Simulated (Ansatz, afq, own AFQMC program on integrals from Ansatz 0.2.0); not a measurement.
# H₃O (doublet): AFQMC on the coupled-cluster ladder at distance O1–H3 along a hydrogen transfer = 1.121 Å, cc-pVTZ

How near does AFQMC come to the top of the ladder for H₃O (doublet)?

Computed with Ansatz 0.2.0, Gaussian basis, and an in-house AFQMC program (afq) on its integrals; all values are calculated. Level: cc-pVTZ, frozen cores.

The runs, in order: PBE (unrestricted); r2SCAN (unrestricted); PBE0 (unrestricted); B3LYP (unrestricted); CCSD(T) on UHF; wB97M-V (unrestricted); B2PLYP (unrestricted); CCSDT(Q) on UHF; Phaseless AFQMC, CISD trial on UHF.

## (1) The geometry

The geometry derives from fragments relaxed apart (PBE0/def2-TZVP) and kept rigid, so it is no stationary point. A hydrogen atom is moved between rigid fragments.

4 atoms, charge 0, spin multiplicity 2.

Atoms are counted from 1 here; the program's logs count them from 0.

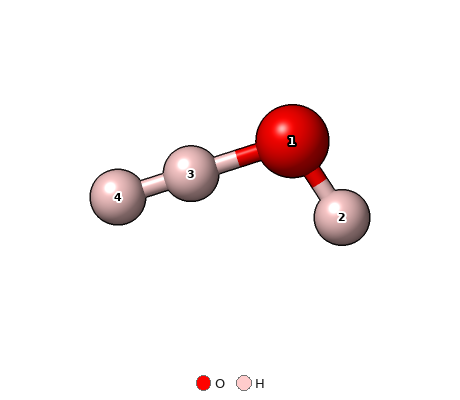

The structure; oxygen red, hydrogen pink; atoms are numbered from 1 in the order of the file.

## (2) PBE (unrestricted)

Input file in.yaml:

```yaml
crystal:
  periodic: [false, false, false]
  atoms:
    - {symbol: O, position_ang: [-0.148500, -0.049094, 0.000000]}
    - {symbol: H, position_ang: [-0.397809, 0.877481, 0.000000]}
    - {symbol: H, position_ang: [0.972500, -0.049094, 0.000000]}
    - {symbol: H, position_ang: [1.782500, -0.049094, 0.000000]}
basis:
  gaussian: {orbitals: cc-pVTZ}
magnetization: {spin_polarized: true, initial_magnetization: 1}
hamiltonian: {xc: {name: PBE}}
output: {orbitals: {seedname: orbitals}}
```

On the command line:

```
$ ansatz run in.yaml --threads 1 --pin off --events-out ev --progress --plain --max-ram 8192MiB --backend cpu
```

Standard output:

```text
Functional definition: PBE
  name "PBE"
  cite "Perdew, Burke & Ernzerhof, Phys. Rev. Lett. 77, 3865 (1996) doi:10.1103/PhysRevLett.77.3865"
  parent pbe
  parameter kappa = 0.804
  parameter beta = 0.06672455060314922
  exchange = pbe_x(kappa = kappa, mu = beta*pi^2/3)
  correlation = pbe_c(beta = beta)
347 factors; their error is unknown
mean field evaluation 1: about -2087.0787 eV, gradient 3.6e1 eV
mean field evaluation 2: about -2065.7521 eV, gradient 7.6e1 eV
mean field evaluation 4: about -2091.0392 eV, gradient 5.4e0 eV
mean field evaluation 8: about -2091.1831 eV, gradient 1.8e-1 eV
mean field evaluation 16: about -2091.1832 eV, gradient 1.2e-5 eV
mean field -2091.18320636 eV, -76.8495653788 hartree, gradient 1.2e-5 eV, S^2 0.753506; 0 other end points of the search recorded, 0 dependent functions left out
reference -2091.18323129 eV, -76.8495662949 hartree; 6, 5 occupied and 66, 67 virtual orbitals, 347 factors
Total energy: -2091.18323129 eV, -76.8495662949 hartree
```

Wall time 0.63 s (1 thread of AMD EPYC 7R13 (Zen 3), shared host); peak memory 1.7 GiB.

From the report: ⟨S²⟩ of the determinant 0.754 (pure doublet: 0.75).

## (3) r2SCAN (unrestricted)

Edit in.yaml of step 2 so:

```diff
@@ -10,3 +10,2 @@
 magnetization: {spin_polarized: true, initial_magnetization: 1}
-hamiltonian: {xc: {name: PBE}}
-output: {orbitals: {seedname: orbitals}}
+hamiltonian: {xc: {name: r2SCAN}}
```

Same command.

Standard output:

```text
Functional definition: r2SCAN
  name "r2SCAN"
  cite "Furness, Kaplan, Ning, Perdew & Sun, J. Phys. Chem. Lett. 11, 8208 (2020) doi:10.1021/acs.jpclett.0c02405"
  cite "Furness, Kaplan, Ning, Perdew & Sun, J. Phys. Chem. Lett. 11, 9248 (2020) doi:10.1021/acs.jpclett.0c03077"
  parent r2scan
  parameter k0 = 0.174
  parameter k1 = 0.065
  parameter a1 = 4.9479
  exchange = r2scan_x(k0 = k0, k1 = k1, a1 = a1)
  correlation = r2scan_c
347 factors; their error is unknown
mean field evaluation 1: about -2088.8879 eV, gradient 3.3e1 eV
mean field evaluation 2: about -2079.4940 eV, gradient 5.9e1 eV
mean field evaluation 4: about -2092.4380 eV, gradient 1.7e0 eV
mean field evaluation 8: about -2092.4457 eV, gradient 2.3e-2 eV
mean field -2092.44566766 eV, -76.8959599759 hartree, gradient 7.4e-5 eV, S^2 0.757176; 0 other end points of the search recorded, 0 dependent functions left out
reference -2092.44567597 eV, -76.8959602814 hartree; 6, 5 occupied and 66, 67 virtual orbitals, 347 factors
Total energy: -2092.44567597 eV, -76.8959602814 hartree
```

Run time: 1.1 s. Hardware: 1 thread of AMD EPYC 7R13 (Zen 3), shared host; peak memory 1.7 GiB.

From the report: ⟨S²⟩ of the determinant 0.757 (pure doublet: 0.75).

## (4) PBE0 (unrestricted)

Edit in.yaml of step 3 so:

```diff
@@ -10,2 +10,3 @@
 magnetization: {spin_polarized: true, initial_magnetization: 1}
-hamiltonian: {xc: {name: r2SCAN}}
+hamiltonian: {xc: {name: PBE0}}
+output: {orbitals: {seedname: orbitals}}
```

Launched as before.

Standard output:

```text
Functional definition: PBE0
  name "PBE0"
  cite "Adamo & Barone, J. Chem. Phys. 110, 6158 (1999) doi:10.1063/1.478522"
  cite "Perdew, Burke & Ernzerhof, Phys. Rev. Lett. 77, 3865 (1996) doi:10.1103/PhysRevLett.77.3865"
  parent pbe
  parameter a = 0.25
  parameter kappa = 0.804
  parameter beta = 0.06672455060314922
  exchange = (1 - a)*pbe_x(kappa = kappa, mu = beta*pi^2/3) + a*exact_x
  correlation = pbe_c(beta = beta)
347 factors; their error is unknown
mean field evaluation 1: about -2088.0995 eV, gradient 3.0e1 eV
mean field evaluation 2: about -2083.3235 eV, gradient 4.7e1 eV
mean field evaluation 4: about -2091.1109 eV, gradient 7.3e-1 eV
mean field evaluation 8: about -2091.1113 eV, gradient 1.6e-1 eV
mean field evaluation 16: about -2091.1113 eV, gradient 8.0e-5 eV
mean field -2091.11133802 eV, -76.8469242659 hartree, gradient 8.0e-5 eV, S^2 0.757493; 0 other end points of the search recorded, 0 dependent functions left out
reference -2091.11135721 eV, -76.8469249713 hartree; 6, 5 occupied and 66, 67 virtual orbitals, 347 factors
Total energy: -2091.11135721 eV, -76.8469249713 hartree
```

It took 0.7 s on 1 thread of AMD EPYC 7R13 (Zen 3), shared host; peak memory 1.7 GiB.

From the report: ⟨S²⟩ of the determinant 0.757 (pure doublet: 0.75).

## (5) B3LYP (unrestricted)

Edit in.yaml of step 4 so:

```diff
@@ -10,3 +10,2 @@
 magnetization: {spin_polarized: true, initial_magnetization: 1}
-hamiltonian: {xc: {name: PBE0}}
-output: {orbitals: {seedname: orbitals}}
+hamiltonian: {xc: {name: B3LYP}}
```

Launched as before.

Standard output, cut to the lines that bear on the results:

```text
Functional definition: B3LYP
  name "B3LYP"
  cite "Stephens, Devlin, Chabalowski & Frisch, J. Phys. Chem. 98, 11623 (1994) doi:10.1021/j100096a001"
  cite "Becke, Phys. Rev. A 38, 3098 (1988) doi:10.1103/PhysRevA.38.3098"
  cite "Lee, Yang & Parr, Phys. Rev. B 37, 785 (1988) doi:10.1103/PhysRevB.37.785"
  cite "Vosko, Wilk & Nusair, Can. J. Phys. 58, 1200 (1980) doi:10.1139/p80-159"
[...]
347 factors; their error is unknown
[...]
mean field -2093.60678999 eV, -76.9386304344 hartree, gradient 8.3e-6 eV, S^2 0.756058; 0 other end points of the search recorded, 0 dependent functions left out
reference -2093.60694647 eV, -76.9386361851 hartree; 6, 5 occupied and 66, 67 virtual orbitals, 347 factors
Total energy: -2093.60694647 eV, -76.9386361851 hartree
```

Wall time 0.73 s (1 thread of AMD EPYC 7R13 (Zen 3), shared host); peak memory 1.7 GiB.

From the report: ⟨S²⟩ of the determinant 0.756 (pure doublet: 0.75).

## (6) CCSD(T) on UHF

Edit in.yaml of step 5 so:

```diff
@@ -10,2 +10,2 @@
 magnetization: {spin_polarized: true, initial_magnetization: 1}
-hamiltonian: {xc: {name: B3LYP}}
+correlation: {method: ccsd_t, electrons: outside_noble_gas, hamiltonian_folder: ham}
```

On the command line:

```
$ ansatz run in.yaml --threads 1 --pin off --events-out ev --progress --plain --max-ram 24576MiB --backend cuda --devices 0, --max-vram 18GiB
```

Standard output, cut to the lines that bear on the results:

```text
Functional definition: HF
  name "HF"
  cite "Fock, Z. Phys. 61, 126 (1930) doi:10.1007/BF01340294"
  parent pbe
[...]
410 factors; integrals over basis functions are off by at most 1.1e-3 eV
[...]
mean field -2081.86505354 eV, -76.5071295787 hartree, gradient 5.2e-6 eV, S^2 0.782943; 4 other end points of the search recorded, 0 dependent functions left out
determinant -2081.86505354 eV, -76.5071295787 hartree, with singles and doubles -2089.55787823 eV, -76.7898356716 hartree
determinant -2080.19698703 eV, -76.4458292652 hartree, with singles and doubles -2087.36374842 eV, -76.7092028884 hartree
1 core orbitals not correlated: weight in the atoms' cores, before any rotation towards them, 1.000 or more for the frozen orbitals, at most 0.000 for the correlated occupied ones
reference -2081.86505354 eV, -76.5071295787 hartree; 5, 4 occupied and 66, 67 virtual orbitals, 410 factors
second order -7.24083916 eV of doubles, -0.00000000 eV of singles
cycle   1  -7.61930322 eV  change   -7.1e-1 eV  update   1.6e-2
[...]
cycle   9  -7.64052374 eV  change    9.4e-6 eV  update   1.1e-5
perturbative correction -0.22867092 eV, -0.0084035013 hartree
Total energy: -2089.73424820 eV, -76.7963171486 hartree
```

Wall time 3.5 s (1 × NVIDIA H100 80GB HBM3 with 1 thread of AMD EPYC 7R13 (Zen 3), shared host); peak host memory 1.7 GiB.

From the report: ⟨S²⟩ of the determinant 0.783 (pure doublet: 0.75); correlation -7.8692 eV; T1 0.019; largest double amplitude 0.05.

This run also writes the integrals to the folder ham.

## (7) wB97M-V (unrestricted)

Edit in.yaml of step 6 so:

```diff
@@ -10,2 +10,3 @@
 magnetization: {spin_polarized: true, initial_magnetization: 1}
-correlation: {method: ccsd_t, electrons: outside_noble_gas, hamiltonian_folder: ham}
+hamiltonian: {xc: {name: wB97M-V}}
+output: {orbitals: {seedname: orbitals}}
```

On the command line:

```
$ ansatz run in.yaml --threads 1 --pin off --events-out ev --progress --plain --max-ram 8192MiB --backend cpu
```

Standard output, cut to the lines that bear on the results:

```text
Functional definition: wB97M-V
  name "wB97M-V"
  cite "Mardirossian & Head-Gordon, J. Chem. Phys. 144, 214110 (2016) doi:10.1063/1.4952647"
  cite "Becke, J. Chem. Phys. 107, 8554 (1997) doi:10.1063/1.475007"
  cite "Vydrov & Van Voorhis, J. Chem. Phys. 133, 244103 (2010) doi:10.1063/1.3521275"
  # Of w^i u^j: cxij and so on, Table III.
[...]
  gx(w, u) = 1 - cx + cx01*u + cx10*w
  gss(w, u) = css00 + css04*u^4 + css10*w + css20*w^2 + css43*w^4*u^3
  gos(w, u) = cos00 + cos10*w + (cos20 + cos21*u)*w^2 + (cos60 + cos61*u)*w^6
[...]
      + integral(e_c_pw_mod_opposite_spin*gos(b97_w_opposite, b97_u_opposite)) + vv10(b, c)
347 factors; their error is unknown
90 factors; integrals over basis functions are off by at most 2.0e-5 eV
[...]
mean field -2092.23353685 eV, -76.8881643124 hartree, gradient 5.3e-5 eV, S^2 0.755763; 0 other end points of the search recorded, 0 dependent functions left out
reference -2092.23356406 eV, -76.8881653125 hartree; 6, 5 occupied and 66, 67 virtual orbitals, 347 factors
Total energy: -2092.23356406 eV, -76.8881653125 hartree
```

Run time: 2 s. Hardware: 1 thread of AMD EPYC 7R13 (Zen 3), shared host; peak memory 1.7 GiB.

From the report: ⟨S²⟩ of the determinant 0.756 (pure doublet: 0.75).

## (8) B2PLYP (unrestricted)

Edit in.yaml of step 7 so:

```diff
@@ -10,3 +10,3 @@
 magnetization: {spin_polarized: true, initial_magnetization: 1}
-hamiltonian: {xc: {name: wB97M-V}}
-output: {orbitals: {seedname: orbitals}}
+hamiltonian: {xc: {name: B2PLYP}}
+correlation: {electrons: outside_noble_gas}
```

Launched as before.

Standard output, cut to the lines that bear on the results:

```text
Functional definition: B2PLYP
  name "B2PLYP"
  cite "Grimme, J. Chem. Phys. 124, 034108 (2006) doi:10.1063/1.2148954"
  cite "Becke, Phys. Rev. A 38, 3098 (1988) doi:10.1103/PhysRevA.38.3098"
  cite "Lee, Yang & Parr, Phys. Rev. B 37, 785 (1988) doi:10.1103/PhysRevB.37.785"
[...]
410 factors; integrals over basis functions are off by at most 1.1e-3 eV
[...]
mean field -2089.52692148 eV, -76.7886980322 hartree, gradient 9.4e-6 eV, S^2 0.764199; 0 other end points of the search recorded, 0 dependent functions left out
1 core orbitals not correlated: weight in the atoms' cores, before any rotation towards them, 1.000 or more for the frozen orbitals, at most 0.000 for the correlated occupied ones
reference -2089.52702146 eV, -76.7887017062 hartree; 5, 4 occupied and 66, 67 virtual orbitals, 410 factors
second order -8.76631162 eV of doubles, -0.00000000 eV of singles
Total energy: -2091.89392560 eV, -76.8756838290 hartree
```

Wall time 0.91 s (1 thread of AMD EPYC 7R13 (Zen 3), shared host); peak memory 1.7 GiB.

From the report: ⟨S²⟩ of the determinant 0.764 (pure doublet: 0.75).

## (9) CCSDT(Q) on UHF

Edit in.yaml of step 8 so:

```diff
@@ -10,3 +10,2 @@
 magnetization: {spin_polarized: true, initial_magnetization: 1}
-hamiltonian: {xc: {name: B2PLYP}}
-correlation: {electrons: outside_noble_gas}
+correlation: {method: ccsdt_q, electrons: outside_noble_gas}
```

On the command line:

```
$ ansatz run in.yaml --threads 1 --pin off --events-out ev --progress --plain --max-ram 24576MiB --backend cuda --devices 0, --max-vram 18GiB
```

Standard output, cut to the lines that bear on the results:

```text
Functional definition: HF
  name "HF"
  cite "Fock, Z. Phys. 61, 126 (1930) doi:10.1007/BF01340294"
  parent pbe
[...]
867 factors; integrals over basis functions are off by at most 2.1e-7 eV
[...]
mean field -2081.86505956 eV, -76.5071298001 hartree, gradient 4.8e-6 eV, S^2 0.782943; 4 other end points of the search recorded, 0 dependent functions left out
determinant -2081.86505956 eV, -76.5071298001 hartree, with singles and doubles -2089.55790419 eV, -76.7898366258 hartree
determinant -2080.19699115 eV, -76.4458294167 hartree, with singles and doubles -2087.36376958 eV, -76.7092036660 hartree
1 core orbitals not correlated: weight in the atoms' cores, before any rotation towards them, 1.000 or more for the frozen orbitals, at most 0.000 for the correlated occupied ones
reference -2081.86505956 eV, -76.5071298001 hartree; 5, 4 occupied and 66, 67 virtual orbitals, 867 factors
second order -7.24086128 eV of doubles, -0.00000000 eV of singles
cycle   1  -7.37918412 eV  change   -1.4e-1 eV  update   6.5e-2
[...]
cycle  16  -7.87762746 eV  change   -7.9e-7 eV  update   6.5e-7
perturbative correction -0.01189636 eV, -0.0004371830 hartree
Total energy: -2089.75458338 eV, -76.7970644527 hartree
```

It took 7 s on 1 × NVIDIA H100 80GB HBM3 with 1 thread of AMD EPYC 7R13 (Zen 3), shared host; peak host memory 1.7 GiB.

From the report: ⟨S²⟩ of the determinant 0.783 (pure doublet: 0.75); correlation -7.8895 eV; T1 0.018; largest double amplitude 0.05.

## (10) Phaseless AFQMC, CISD trial on UHF

It reads the integrals that the CCSD(T) run on this determinant wrote.

On the command line:

```
$ afq ham --method phaseless --trial cisd --walkers 3100 --populations 20 --least-time 60 --time-step 0.005 --steps-per-block 50 --equilibration-blocks 28 --max-blocks 4000 --target-error 0.00018 --factor-cut 1e-05 --start spin_pure --seed 2368 --release-times 0.24,0.51,0.99,1.62,2.4 --release-step 0.03 --release-every 3 --taylor-order 6
```

Standard output:

```text
orbitals 71  electrons 5 4  factors 410 of 410
reference energy -76.50712958 Eh
CCSD correlation -0.28078423 Eh in 12 cycles, weight of the determinant in the CISD state 0.9222
energy of the start -76.786514 Eh
 block  time / (1/Eh)  mean weight  energy / Eh
     1     0.250  0.9995  -76.788298
     2     0.500  0.9998  -76.791757
     3     0.750  1.0002  -76.794023
     4     1.000  1.0002  -76.795322
     5     1.250  1.0001  -76.796163
     6     1.500  0.9999  -76.796403
     7     1.750  1.0000  -76.796216
     8     2.000  1.0004  -76.795992
     9     2.250  0.9994  -76.796780
    10     2.500  1.0002  -76.797747
    11     2.750  1.0003  -76.796556
    12     3.000  0.9998  -76.797621
    13     3.250  1.0000  -76.796564
    14     3.500  0.9998  -76.797374
    15     3.750  1.0003  -76.797179
    16     4.000  1.0000  -76.797724
    17     4.250  0.9999  -76.797213
    18     4.500  1.0005  -76.796953
    19     4.750  0.9995  -76.796893
    20     5.000  0.9999  -76.797128
    21     5.250  1.0001  -76.797389
    22     5.500  0.9996  -76.797121
    23     5.750  1.0000  -76.796035
    24     6.000  1.0002  -76.796678
    25     6.250  1.0000  -76.795827
    26     6.500  1.0003  -76.797750
    27     6.750  1.0000  -76.797386
    28     7.000  0.9998  -76.795838
    29     7.250  0.9996  -76.795817
    30     7.500  0.9990  -76.796277
    31     7.750  0.9996  -76.796092
    32     8.000  0.9996  -76.796980
    33     8.250  0.9997  -76.796092
    34     8.500  0.9996  -76.796917
    35     8.750  0.9999  -76.796847
    36     9.000  0.9996  -76.797230
    37     9.250  1.0002  -76.797327
    38     9.500  0.9997  -76.796811
    39     9.750  1.0001  -76.796620
    40    10.000  0.9997  -76.796870
    41    10.250  0.9998  -76.796239
    42    10.500  0.9995  -76.797105
    43    10.750  1.0003  -76.797241
    44    11.000  0.9999  -76.796579
    45    11.250  0.9998  -76.796007
    46    11.500  0.9992  -76.794574
    47    11.750  0.9998  -76.796438
    48    12.000  0.9994  -76.796278
    49    12.250  1.0003  -76.796428
    50    12.500  0.9999  -76.796957
    51    12.750  0.9999  -76.797188
    52    13.000  1.0007  -76.796639
    53    13.250  1.0003  -76.790968
    54    13.500  1.0004  -76.797516
    55    13.750  1.0000  -76.798526
    56    14.000  1.0002  -76.796552
    57    14.250  1.0000  -76.797515
    58    14.500  1.0003  -76.797102
    59    14.750  1.0002  -76.796361
    60    15.000  1.0007  -76.797460
    61    15.250  0.9998  -76.795705
    62    15.500  0.9996  -76.796825
    63    15.750  0.9997  -76.795952
    64    16.000  1.0002  -76.797791
    65    16.250  1.0001  -76.797658
    66    16.500  1.0004  -76.797520
    67    16.750  1.0001  -76.797840
    68    17.000  0.9993  -76.797126
    69    17.250  1.0001  -76.796639
    70    17.500  1.0002  -76.796672
    71    17.750  0.9996  -76.797203
    72    18.000  0.9999  -76.797765
    73    18.250  1.0000  -76.796052
    74    18.500  0.9997  -76.796020
    75    18.750  0.9997  -76.796020
    76    19.000  1.0003  -76.796444
    77    19.250  0.9999  -76.797465
    78    19.500  1.0000  -76.796862
error from the spread of 20 populations
released: time / (1/Eh)  energy / Eh  error  mean overlap
  0.24  -76.796921  0.000117  0.9987
  0.51  -76.796995  0.000119  0.9937
  0.99  -76.797196  0.000121  0.9852
  1.62  -76.796976  0.000121  0.9816
  2.40  -76.797173  0.000208  0.9757
energy -76.796662 +/- 0.000175 Eh
```

Run time: 74 s. Hardware: 1 × NVIDIA H100 80GB HBM3 with 2 threads of AMD EPYC 7R13 (Zen 3), shared host; peak host memory 1.7 GiB.

Energy -2089.7436 ± 0.0048 eV. Caveats: constraint bias not in the error.

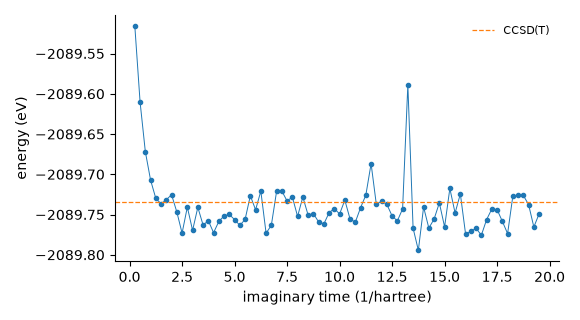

Block energies along the walk.

## (11) All levels side by side

On the UHF determinant, counted from CCSDT(Q) (a yardstick, not exact):

```tsv
level	energy (eV)	from CCSDT(Q) (meV)	statistical error (meV)	time
HF	-2081.8651	+7889.5		
MP2	-2089.1059	+648.7		
CCSD	-2089.5056	+249.0		
CCSD(T)	-2089.7342	+20.3		
CCSDT(Q)	-2089.7546	0.0		
Phaseless AFQMC, CISD trial, step 0.005, 3100 walkers	-2089.7436	+10.9	4.8	74 s
```

The functionals' totals stand on their own zeros and serve differences with other points: PBE -2091.183 eV; r2SCAN -2092.446 eV; PBE0 -2091.111 eV; B3LYP -2093.607 eV; wB97M-V -2092.234 eV; B2PLYP -2091.894 eV.

## (12) Outcome

| quantity | value |
| --- | --- |
| CCSD(T) on UHF from CCSDT(Q) | +20.3 meV |
| Phaseless AFQMC, CISD trial on UHF from CCSDT(Q) | +10.9 ± 4.8 meV |

**Reading.** On UHF the phaseless walk with the CISD trial lies +10.9 meV from CCSDT(Q), within three error bars. Error bars are statistical and leave out the constraint, the time step and what remains of the start.
